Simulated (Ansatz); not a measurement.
# AlF2 (doublet): B3LYP, r2SCANh, wB97M-V over a scan of the angle F2–Al1–F3, cc-pVDZ

Aim: run AlF2 (doublet) with these functionals over a scan of the angle F2–Al1–F3, and hold them against the top wave-function level at the same points.

Method: cc-pVDZ, all electrons in the functionals; program: Ansatz 0.2.0, Gaussian basis.

Plan: B3LYP, r2SCANh, wB97M-V, at 68.2°; 84.2°; 107.5°; 118.4°; 119.7°; 138.4°; 157.0°; 180.0°.

32 further runs of the same task are left out: 16 for a known fault of the program, 2 for a mislabelled method, 13 that didn't finish, 1 set aside as unsound or not needed.

**1. What is computed**

The geometry derives from a PBE0/def2-TZVP stationary point (not a proven minimum). One angle is set to the value named; bond lengths are kept.

3 atoms, charge 0, spin multiplicity 2.

Atoms are counted from 1 here; the program's logs count them from 0.

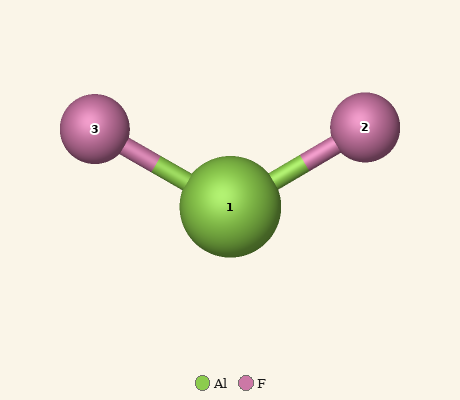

The structure; aluminium green, fluorine pink; atoms are numbered from 1 in the order of the file.

No dispersion term is added; wB97M-V holds VV10 nonlocal correlation. B3LYP takes the VWN-RPA correlation.

The geometry shown and the zero of energy belong to the point 119.7°. The yardstick, UCCSDT(Q), and other wave-function levels (R restricted, U unrestricted, valence and pair active spaces) come from earlier runs.

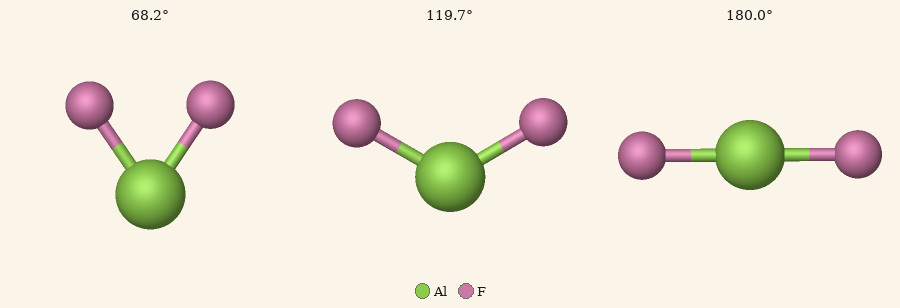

Three points of the scan; sticks are drawn by distance.

**2. B3LYP, 68.2°**

File in.yaml:

```yaml
crystal:
  periodic: [false, false, false]
  atoms:
    - {symbol: Al, position_ang: [0.000000, -0.797274, 0.000000]}
    - {symbol: F, position_ang: [0.000000, 0.566144, -0.923104]}
    - {symbol: F, position_ang: [0.000000, 0.566144, 0.923104]}
basis:
  gaussian: {orbitals: cc-pVDZ}
magnetization: {spin_polarized: true, initial_magnetization: 1}
hamiltonian: {xc: {name: B3LYP}}
```

On the command line:

```
ansatz run in.yaml --threads 1 --pin off --events-out ev --progress --plain --max-ram 2393MiB
```

The runs that follow: B3LYP, 84.2°; B3LYP, 107.5°; B3LYP, 118.4°; B3LYP, 119.7°; B3LYP, 138.4°; B3LYP, 157.0°; B3LYP, 180.0°; r2SCANh, 68.2°; r2SCANh, 84.2°; r2SCANh, 107.5°; r2SCANh, 118.4°; r2SCANh, 119.7°; r2SCANh, 138.4°; r2SCANh, 157.0°; r2SCANh, 180.0°; wB97M-V, 68.2°; wB97M-V, 84.2°; wB97M-V, 107.5°; wB97M-V, 118.4°; wB97M-V, 119.7°; wB97M-V, 138.4°; wB97M-V, 157.0°; wB97M-V, 180.0°.

**Question.** What will the summary of the whole plan be? Wanted: span of the UCCSDT(Q) curve; largest miss, B3LYP; largest miss, r2SCANh; largest miss, wB97M-V.

As calculated:

```
                   quantity                   value
span of the UCCSDT(Q) curve           68.3 kcal/mol
        largest miss, B3LYP  -4.6 kcal/mol (180.0°)
      largest miss, r2SCANh   -3.7 kcal/mol (68.2°)
      largest miss, wB97M-V  -6.2 kcal/mol (180.0°)
```

**Reading.** Of the functionals, r2SCANh keep the smallest largest miss at the points compared (at most 3.7 kcal/mol) and wB97M-V strays most (6.2 kcal/mol, at 180.0°). Functionals and the yardstick converge differently with the basis, so part of each miss in cc-pVDZ is the basis.
